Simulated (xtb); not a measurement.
**Geometry relaxation, with input and output: C$_{8}$H$_{18}$S$_{2}$ (part 1 of 5)**

System: C$_{8}$H$_{18}$S$_{2}$ (butyl disulfide), SMILES CCCCSSCCCC.
Method: GFN2-xTB (xtb 6.7.1 later snapshot).

The geometry comes from this level: GFN2-xTB.

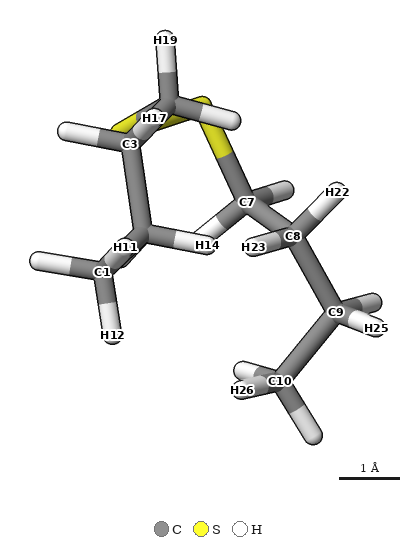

Fig. 1: The structure as given in the input (stick view, seen at a tilt; atoms are numbered from 1 in the order of the input). Bond lengths as drawn: C–C 1.52 to 1.53 Å, C–H 1.09 Å, C–S 1.84 to 1.85 Å and S–S 2.03 Å.

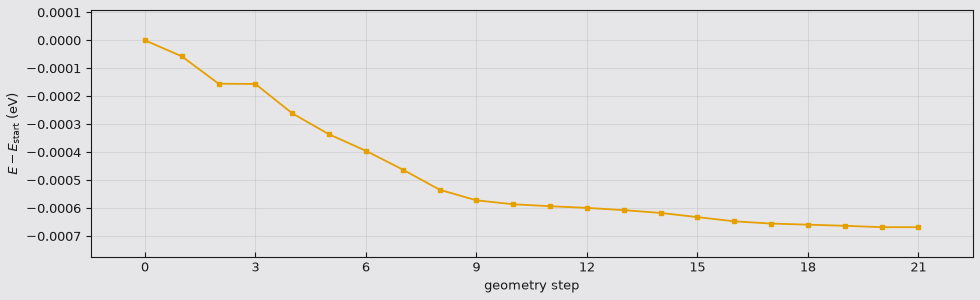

Fig. 2: Progress of the relaxation, step by step (steps are counted from 0).

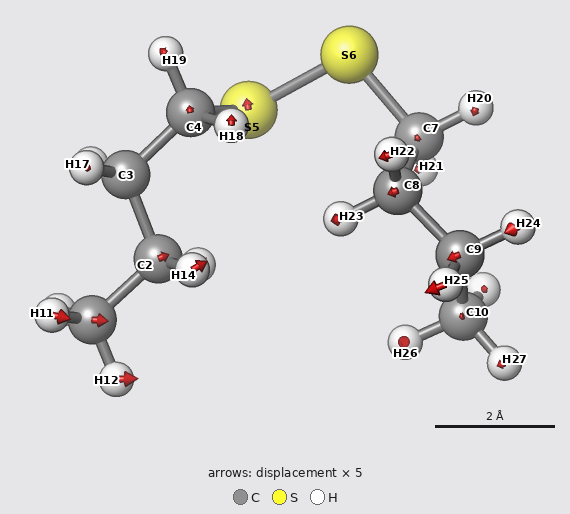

Fig. 3: The starting structure with the displacements as red arrows, magnified 5 times (ball-and-stick view, seen on its broad side). The two geometries are laid on each other by the best rigid fit. The largest move after the best rigid fit is that of H25, 0.079 Å. Largest moves by element: H 0.079 Å, C 0.060 Å, S 0.042 Å. Over 21 geometry steps the energy falls by 0.001 eV. (Atoms are counted from 1 in the order of the input.)

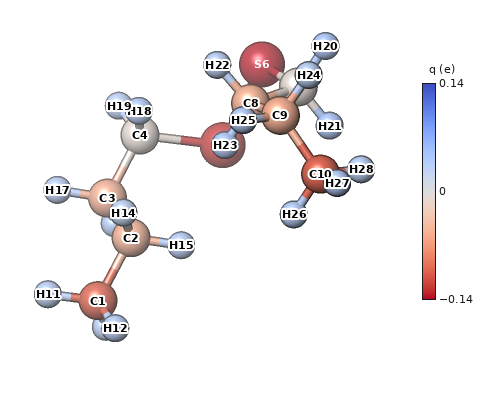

Fig. 4: Mulliken charges, as the colour of each atom (ball-and-stick view, seen at an oblique angle; atoms are numbered from 1 in the order of the input). By element: C −0.10 to −0.01, S −0.13 and H +0.03 to +0.05 e.

These pictures come from the run below.

**Input (input.xyz)**
```
28

C     -2.470060     0.110660    -2.795410
C     -1.786690    -0.102990    -1.451120
C     -2.790520    -0.479620    -0.363960
C     -2.136430    -0.680540     0.992330
S     -1.508210     0.925670     1.648200
S     -0.174210     0.336540     3.054530
C      1.437680     0.531980     2.198680
C      1.616750    -0.448410     1.054000
C      3.008300    -0.363980     0.423660
C      3.242640     0.941040    -0.327900
H     -2.982870    -0.795400    -3.111640
H     -1.741180     0.376500    -3.557120
H     -3.202040     0.912020    -2.726150
H     -1.041110    -0.897000    -1.545320
H     -1.271440     0.813840    -1.156810
H     -3.547340     0.303770    -0.282460
H     -3.296900    -1.407870    -0.641550
H     -1.290100    -1.362880     0.929550
H     -2.853140    -1.057550     1.721800
H      2.173790     0.364030     2.984210
H      1.493120     1.565730     1.864010
H      1.456220    -1.461880     1.431720
H      0.866370    -0.246030     0.285720
H      3.765490    -0.479880     1.202420
H      3.119790    -1.198620    -0.272460
H      2.469300     1.092220    -1.078270
H      4.206740     0.917770    -0.830370
H      3.236040     1.790900     0.349740
```

**File xtb.inp**
```
$chrg 0
$spin 0
$end
```

Command:
```bash
xtb input.xyz -I xtb.inp -o vtight | tee run.log
```

**Output**
```
* xtb version 6.7.1
   ID    Z sym.   atoms
    1    6 C      1-4, 7-10
    2   16 S      5, 6
    3    1 H      11-28

           -------------------------------------------------
          |                Calculation Setup                |
           -------------------------------------------------

          program call               : xtb input.xyz -I xtb.inp -o vtight
          coordinate file            : input.xyz
          omp threads                :                     1

           -------------------------------------------------
          |                 G F N 2 - x T B                 |
           -------------------------------------------------

      * Hamiltonian:
        H0-scaling (s, p, d)           1.850000    2.230000    2.230000
        zeta-weighting                 0.500000
      * Dispersion:
        s8                             2.700000
        a1                             0.520000
        a2                             5.000000
        s9                             5.000000
      * Repulsion:
        kExp                           1.500000    1.000000
        rExp                           1.000000
      * Coulomb:
        alpha                          2.000000
        third order                    shell-resolved
        anisotropic                    true
        a3                             3.000000
        a5                             4.000000
        cn-shift                       1.200000
        cn-exp                         4.000000
        max-rad                        5.000000

          ...................................................
          :                      SETUP                      :
          :.................................................:
          :  # basis functions                  70          :
          :  # atomic orbitals                  68          :
          :  # shells                           40          :
          :  # electrons                        62          :
          :  max. iterations                   250          :
          :  Hamiltonian                  GFN2-xTB          :
          :  restarted?                      false          :
          :  GBSA solvation                  false          :
          :  PC potential                    false          :
          :  electronic temp.          300.0000000     K    :
          :  accuracy                    1.0000000          :
          :  -> integral cutoff          0.2500000E+02      :
          :  -> integral neglect         0.1000000E-07      :
          :  -> SCF convergence          0.1000000E-05 Eh   :
          :  -> wf. convergence          0.1000000E-03 e    :
          :  Broyden damping             0.4000000          :
          :  net charge                          0          :
          :  unpaired electrons                  0          :
          ...................................................

 iter      E             dE          RMSdq      gap      omega  full diag
   1    -33.1559125 -0.331559E+02  0.394E+00    3.81       0.0  T
   2    -33.2305012 -0.745887E-01  0.202E+00    3.66       1.0  T
   3    -33.2331837 -0.268253E-02  0.808E-01    3.50       1.0  T
   4    -33.2340648 -0.881098E-03  0.323E-01    3.46       1.0  T
   5    -33.2341492 -0.843298E-04  0.114E-01    3.46       1.0  T
   6    -33.2341786 -0.294445E-04  0.347E-02    3.46       1.0  T
   7    -33.2341800 -0.138505E-05  0.146E-02    3.46       1.3  T
   8    -33.2341802 -0.190749E-06  0.321E-03    3.46       5.9  T
   9    -33.2341802 -0.841356E-08  0.121E-03    3.46      15.6  T
  10    -33.2341802 -0.561016E-09  0.353E-04    3.46      53.6  T
  11    -33.2341802 -0.241265E-09  0.121E-04    3.46     155.6  T

   *** convergence criteria satisfied after 11 iterations ***

         #    Occupation            Energy/Eh            Energy/eV
      -------------------------------------------------------------
         1        2.0000           -0.7202356             -19.5986
       ...           ...                  ...                  ...
        25        2.0000           -0.4419973             -12.0274
        26        2.0000           -0.4397407             -11.9660
        27        2.0000           -0.4392000             -11.9512
        28        2.0000           -0.4356798             -11.8555
        29        2.0000           -0.4314367             -11.7400
        30        2.0000           -0.3763687             -10.2415
        31        2.0000           -0.3649654              -9.9312 (HOMO)
        32                         -0.2376796              -6.4676 (LUMO)
        33                         -0.1822554              -4.9594
        34                         -0.1799474              -4.8966
        35                         -0.0208715              -0.5679
        36                         -0.0142225              -0.3870
       ...                                ...                  ...
        68                          0.5453911              14.8408
      -------------------------------------------------------------
                  HL-Gap            0.1272859 Eh            3.4636 eV
             Fermi-level           -0.3013225 Eh           -8.1994 eV

 SCC (total)                   0 d,  0 h,  0 min,  0.020 sec
 SCC setup                      ...        0 min,  0.000 sec (  0.622%)
 Dispersion                     ...        0 min,  0.000 sec (  0.774%)
 classical contributions        ...        0 min,  0.000 sec (  0.164%)
 integral evaluation            ...        0 min,  0.003 sec ( 12.575%)
 iterations                     ...        0 min,  0.010 sec ( 51.716%)
 molecular gradient             ...        0 min,  0.007 sec ( 33.378%)
 printout                       ...        0 min,  0.000 sec (  0.697%)

         :::::::::::::::::::::::::::::::::::::::::::::::::::::
         ::                     SUMMARY                     ::
         :::::::::::::::::::::::::::::::::::::::::::::::::::::
         :: total energy             -32.827757198761 Eh    ::
         :: gradient norm              0.000479372179 Eh/a0 ::
         :: HOMO-LUMO gap              3.463624868437 eV    ::
         ::.................................................::
         :: SCC energy               -33.233910794806 Eh    ::
         :: -> isotropic ES            0.006443533229 Eh    ::
         :: -> anisotropic ES          0.004481551580 Eh    ::
         :: -> anisotropic XC          0.022989549250 Eh    ::
         :: -> dispersion             -0.022009173326 Eh    ::
         :: repulsion energy           0.406153596045 Eh    ::
         :: add. restraining           0.000000000000 Eh    ::
         :: total charge              -0.000000000000 e     ::
         :::::::::::::::::::::::::::::::::::::::::::::::::::::

      -----------------------------------------------------------
     |                   =====================                   |
     |                        A N C O P T                        |
     |                   =====================                   |
     |               Approximate Normal Coordinate               |
     |                Rational Function Optimizer                |
      -----------------------------------------------------------

          ...................................................
          :                      SETUP                      :
          :.................................................:
          :   optimization level         verytight          :
          :   max. optcycles                   560          :
          :   ANC micro-cycles                  20          :
          :   degrees of freedom                78          :
          :.................................................:
          :   RF solver                   davidson          :
          :   write xtbopt.log                true          :
          :   linear?                        false          :
          :   energy convergence         0.1000000E-06 Eh   :
          :   grad. convergence          0.2000000E-03 Eh/α :
          :   maximum RF displ.          1.0000000          :
          :   Hlow (freq-cutoff)         0.1000000E-01      :
          :   Hmax (freq-cutoff)         5.0000000          :
          :   S6 in model hess.         20.0000000          :
          ...................................................

generating ANC from exact Hessian ...
Using Lindh-Hessian (1995)
 Shifting diagonal of input Hessian by    9.7530057608529556E-003
 Lowest  eigenvalues of input Hessian
    0.000000    0.000000    0.000000    0.000000    0.000000    0.000000
    0.010000    0.010279    0.010719    0.010881    0.011714    0.012992
    0.014022    0.014923    0.017206    0.017714    0.018312    0.021462
 Highest eigenvalues
    1.196320    1.208084    1.224353    1.247800    1.276595    1.287361

........................................................................
.............................. CYCLE    1 ..............................
........................................................................

 iter      E             dE          RMSdq      gap      omega  full diag
   1    -33.2341802 -0.332342E+02  0.385E-05    3.46       0.0  T
   2    -33.2341802 -0.271427E-11  0.293E-05    3.46     645.3  T
   3    -33.2341802 -0.959233E-12  0.172E-05    3.46    1098.9  T
     SCC iter.                  ...        0 min,  0.003 sec
     gradient                   ...        0 min,  0.006 sec
 * total energy  :   -32.8277572 Eh     change       -0.6513545E-10 Eh
   gradient norm :     0.0004792 Eh/α   predicted     0.0000000E+00 (-100.00%)
   displ. norm   :     0.0166575 α      lambda       -0.2612608E-06
   maximum displ.:     0.0103068 α      in ANC's #3, #1, #8, ...

........................................................................
.............................. CYCLE    2 ..............................
........................................................................

 iter      E             dE          RMSdq      gap      omega  full diag
   1    -33.2341947 -0.332342E+02  0.496E-03    3.47       0.0  T
   2    -33.2341947 -0.174511E-07  0.254E-03    3.47       7.4  T
   3    -33.2341947 -0.187449E-08  0.664E-04    3.47      28.5  T
   4    -33.2341947 -0.279265E-09  0.279E-04    3.47      67.8  T
     SCC iter.                  ...        0 min,  0.004 sec
     gradient                   ...        0 min,  0.006 sec
 * total energy  :   -32.8277593 Eh     change       -0.2114081E-05 Eh
   gradient norm :     0.0002458 Eh/α   predicted    -0.9473374E-06 ( -55.19%)
   displ. norm   :     0.0431163 α      lambda       -0.3532639E-05
   maximum displ.:     0.0266302 α      in ANC's #3, #1, #8, ...

........................................................................
.............................. CYCLE    3 ..............................
........................................................................

 iter      E             dE          RMSdq      gap      omega  full diag
   1    -33.2341997 -0.332342E+02  0.162E-02    3.47       0.0  T
   2    -33.2341998 -0.106745E-06  0.760E-03    3.47       2.5  T
   3    -33.2341999 -0.198512E-07  0.149E-03    3.47      12.7  T
   4    -33.2341999 -0.221029E-09  0.423E-04    3.47      44.7  T
   5    -33.2341999 -0.387182E-09  0.162E-04    3.47     116.7  T
     SCC iter.                  ...        0 min,  0.005 sec
     gradient                   ...        0 min,  0.006 sec
 * total energy  :   -32.8277629 Eh     change       -0.3582961E-05 Eh
   gradient norm :     0.0007656 Eh/α   predicted    -0.1773002E-05 ( -50.52%)
   displ. norm   :     0.0415728 α      lambda        0.4396848E-06
   maximum displ.:     0.0256710 α      in ANC's #3, #1, #8, ...
```
